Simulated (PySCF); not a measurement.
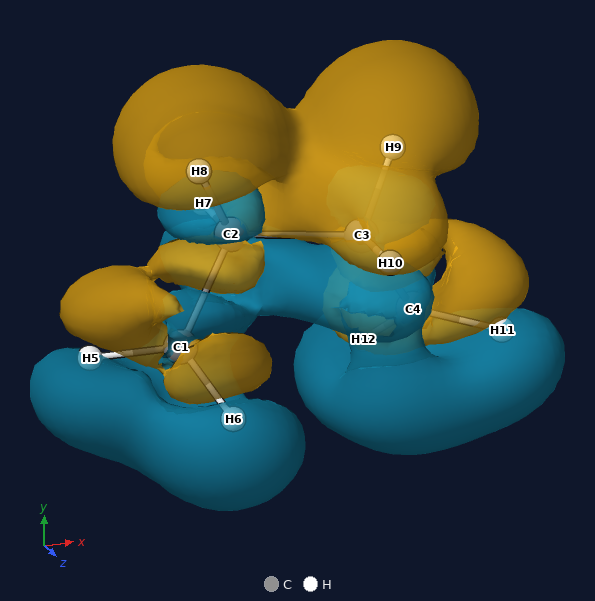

*C₄H₈, triplet, SMILES `[CH2]CC[CH2]`. Change of the electron density in a uniform field of 0.51 V/Å, surfaces at ±0.002 e/Å³ (yellow: gain, teal: loss).*

Level of theory: B3LYP/def2-SVPD (PySCF), at a geometry from GFN2-xTB. No frequency check shows the geometry to be a minimum. The stability of the open-shell solution wasn't checked. GFN2-xTB doesn't know the spin state, so this open-shell geometry is rough.

### Along which Cartesian direction does the field point?

Along −y: electrons gather on the +y side, against the field.

### How large is the response?

The induced dipole is 1.28 D (along the field); α along this axis, from the fields in both directions, is 50 bohr³ (7.5 Å³).

### Which atoms gain and lose the most charge?

Electrons gather most on H9 (Hirshfeld charge changes by −0.022 e) and leave H6 most (+0.016 e); 0.120 electrons are displaced in all.
